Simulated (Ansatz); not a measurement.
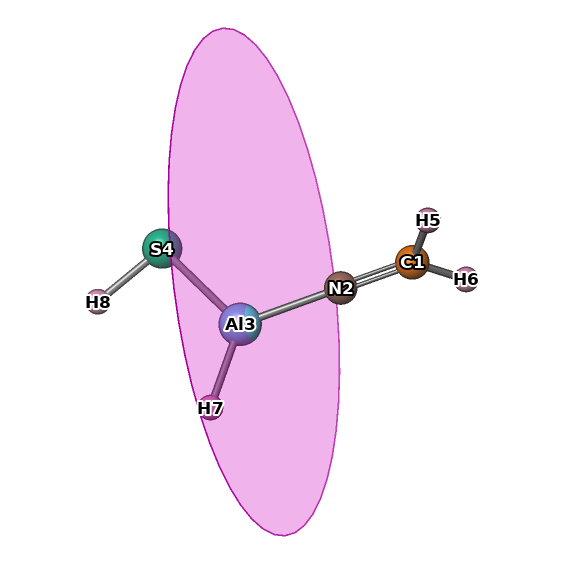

A disc through the centre of mass is drawn in. Distant atoms are faded towards the background colour. Computed geometry: PBE-D4/def2-SVP optimisation. No frequency run is at hand to confirm it as a minimum.

> Is the plane of the disc a mirror plane of the structure?

No. The point group is Cs, with 1 mirror plane, and this plane isn't one of its mirror planes.
